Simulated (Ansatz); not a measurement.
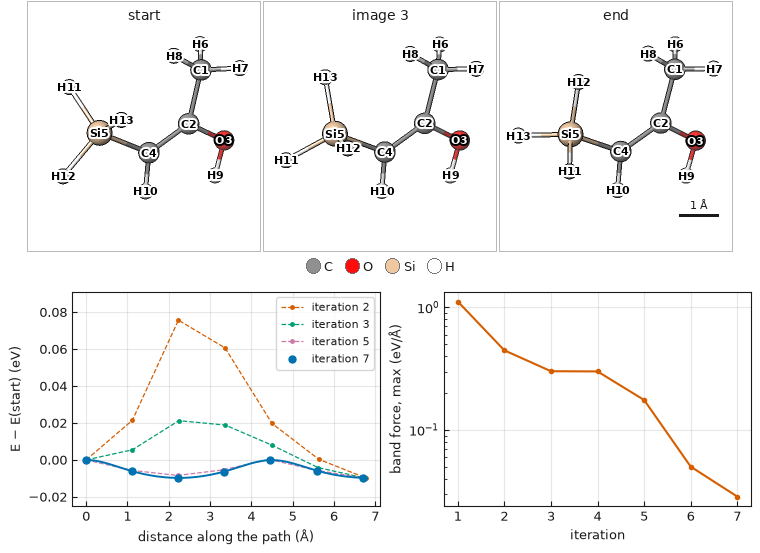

NEB run on C3H8OSi. Images are numbered from 0 (start) to 6 (end). The plot follows the band through its iterations. The picture is a ball-and-stick view, seen at a tilt.

These are results of RKS BLYP-D4/6-31G* in Ansatz 0.2.0, not measurements.

The input:
```yaml
crystal:
  periodic: [false, false, false]
  atoms:
    - { symbol: C, position_ang: [-1.225205, -0.688051, 0.883055] }
    - { symbol: C, position_ang: [0.083096, -0.955208, 0.180986] }
    - { symbol: O, position_ang: [0.418105, -2.289444, 0.308375] }
    - { symbol: C, position_ang: [0.843277, -0.045934, -0.482719] }
    - { symbol: Si, position_ang: [0.457563, 1.767058, -0.69203] }
    - { symbol: H, position_ang: [-1.13947, -0.931247, 1.956182] }
    - { symbol: H, position_ang: [-2.019763, -1.33031, 0.466077] }
    - { symbol: H, position_ang: [-1.533287, 0.362365, 0.784166] }
    - { symbol: H, position_ang: [1.273561, -2.430686, -0.154853] }
    - { symbol: H, position_ang: [1.775915, -0.408886, -0.939027] }
    - { symbol: H, position_ang: [0.35135, 2.504186, 0.611689] }
    - { symbol: H, position_ang: [1.564388, 2.392837, -1.483196] }
    - { symbol: H, position_ang: [-0.829232, 2.01862, -1.423805] }
basis:
  gaussian: { orbitals: "6-31G*" }
hamiltonian:
  xc: blyp
  dispersion: d4
neb:
  order_check: false
  images: 5
  f_tol: 0.05
  max_iterations: 60
  initial_path: idpp
  final_atoms:
    - { symbol: C, position_ang: [-1.25561698, -0.72598815, 0.89460585] }
    - { symbol: C, position_ang: [0.0633631, -0.941725, 0.19534276] }
    - { symbol: O, position_ang: [0.42763241, -2.27077208, 0.31064621] }
    - { symbol: C, position_ang: [0.82076125, -0.02151352, -0.45877544] }
    - { symbol: Si, position_ang: [0.49073029, 1.79153078, -0.71587724] }
    - { symbol: H, position_ang: [-1.16805414, -1.00662182, 1.95844993] }
    - { symbol: H, position_ang: [-2.02787464, -1.37802476, 0.45167007] }
    - { symbol: H, position_ang: [-1.58763222, 0.31719447, 0.82744152] }
    - { symbol: H, position_ang: [1.28747709, -2.38958708, -0.1508851] }
    - { symbol: H, position_ang: [1.75924881, -0.39426966, -0.90031336] }
    - { symbol: H, position_ang: [0.4683353, 2.13696329, -2.17662038] }
    - { symbol: H, position_ang: [-0.81970298, 2.20770365, -0.12497972] }
    - { symbol: H, position_ang: [1.56163073, 2.64040988, -0.09580511] }
```

Launched with:
```bash
ansatz run input.yaml --threads 2 --pin off --max-ram 3072MiB --backend cpu --events-out ev --progress --plain --runs-dir out
```

Did the band converge, and can the barrier be trusted?

Answer. The run is converged, with reservations. The band converged in 7 iterations. The largest component of the band force went from 1.1 to 0.029 eV/Å. The first iteration put the highest image at 0.424 eV. Relative to the start the highest point is image 0 at 0.000 eV and the end lies at −0.010 eV, but the profile dips to −0.010 eV at image 2 on the way, so there is an intermediate minimum on the way.

The run took 66 s on 2 threads of Arm Neoverse V2, on a shared host, peak memory 0.14 GiB.
